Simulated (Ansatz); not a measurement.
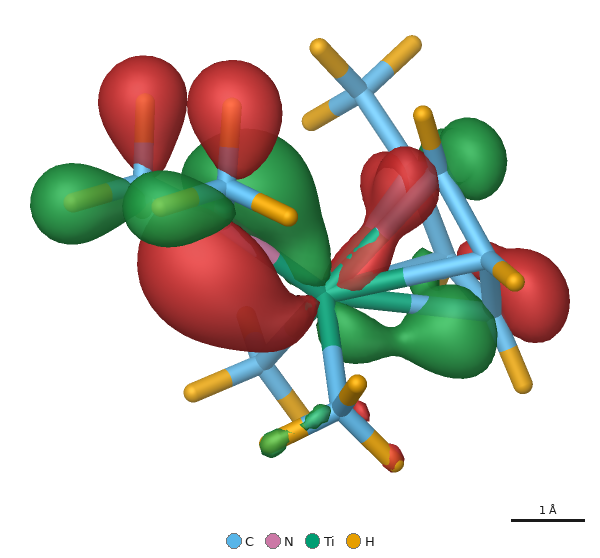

Figure 1: C10H19NTi. One frontier orbital at ±0.1 Å⁻³ᐟ² (green and red are the two phases), seen at an oblique angle.

Geometry: PBE0-D4/def2-TZVP.

Computed with Ansatz 0.2.0, RKS PBE0-D4/def2-TZVPP.

Input

```
crystal:
  periodic: [false, false, false]
  atoms:
    - {symbol: C, position_ang: [0.409197, 2.539620, -0.441530]}
    - {symbol: N, position_ang: [0.226728, 1.514292, 0.551832]}
    - {symbol: C, position_ang: [0.948801, 1.785824, 1.765542]}
    - {symbol: Ti, position_ang: [-0.602897, -0.156092, 0.218516]}
    - {symbol: C, position_ang: [-1.985410, 0.227819, -1.314851]}
    - {symbol: C, position_ang: [-1.847001, -0.378194, 1.898307]}
    - {symbol: C, position_ang: [0.412511, -2.167360, 1.002549]}
    - {symbol: C, position_ang: [-0.500296, -2.570309, 0.009524]}
    - {symbol: C, position_ang: [-0.086357, -2.012860, -1.212541]}
    - {symbol: C, position_ang: [1.094458, -1.264280, -0.989230]}
    - {symbol: C, position_ang: [1.876645, -0.516431, -2.014945]}
    - {symbol: C, position_ang: [1.401121, -1.372803, 0.384805]}
    - {symbol: H, position_ang: [1.471178, 2.676645, -0.698265]}
    - {symbol: H, position_ang: [0.033499, 3.508984, -0.082797]}
    - {symbol: H, position_ang: [-0.130619, 2.297631, -1.359178]}
    - {symbol: H, position_ang: [0.808632, 0.983030, 2.493177]}
    - {symbol: H, position_ang: [2.029815, 1.894291, 1.584129]}
    - {symbol: H, position_ang: [0.600417, 2.716783, 2.235626]}
    - {symbol: H, position_ang: [-1.542768, 0.390384, -2.302530]}
    - {symbol: H, position_ang: [-2.491448, 1.151088, -1.003004]}
    - {symbol: H, position_ang: [-2.734677, -0.564026, -1.405037]}
    - {symbol: H, position_ang: [-1.289229, -0.369020, 2.840731]}
    - {symbol: H, position_ang: [-2.497743, 0.504869, 1.883828]}
    - {symbol: H, position_ang: [-2.467216, -1.277720, 1.879762]}
    - {symbol: H, position_ang: [0.352738, -2.407164, 2.053253]}
    - {symbol: H, position_ang: [-1.394737, -3.153220, 0.171526]}
    - {symbol: H, position_ang: [-0.590985, -2.117002, -2.161257]}
    - {symbol: H, position_ang: [2.481153, 0.268315, -1.557207]}
    - {symbol: H, position_ang: [1.224968, -0.052391, -2.758846]}
    - {symbol: H, position_ang: [2.555033, -1.187606, -2.550551]}
    - {symbol: H, position_ang: [2.234497, -0.893086, 0.878663]}
basis:
  gaussian: {orbitals: def2-TZVPP}
hamiltonian: {xc: pbe0, dispersion: d4}
output: {orbitals: {seedname: orbitals}}
```

Run with:

```sh
ansatz run in.yaml --threads 11 --pin off --events-out ev --progress --plain --max-ram 166912MiB --backend cuda --devices 0, --max-vram 75GiB
```

> Which orbital is it: HOMO or LUMO?

The HOMO, at −6.15 eV. By Hirshfeld shares it lies mainly on N2 (about 40 %), Ti4 (about 10 %), C8 (about 5 %) and C1 (about 5 %).
